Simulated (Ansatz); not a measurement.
TiB2, response to strain

The reference is TiB2 (space group P6/mmm, No. 191; a = 3.017 Å, c = 3.185 Å). Axes: x lies along a and z along c of the hexagonal cell.

Strains are applied to the cell and any free atomic positions relax; under biaxial strain the out-of-plane vector relaxes too.

All numbers come from plane-wave PAW DFT at the PBEsol level (Ansatz, a first-principles code, 420 eV), scalar-relativistic without spin-orbit coupling, earlier PAW set.

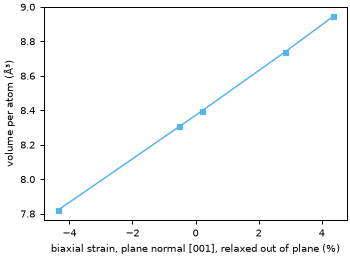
Volume per atom against biaxial strain, plane normal [001], relaxed out of plane

| biaxial strain, plane normal [001], relaxed out of plane (%) | volume per atom |
|---|---|
| -4.37 | 7.82 Å³ |
| -0.51 | 8.31 Å³ |
| 0.22 | 8.40 Å³ |
| 2.84 | 8.74 Å³ |
| 4.37 | 8.95 Å³ |

Without a gap, meshes like the base's 13×13×10 leave anisotropic stresses uncertain by several tenths of a GPa, and small strain energies with them. No phonon test of stability was made. The final runs are not spin-polarised.
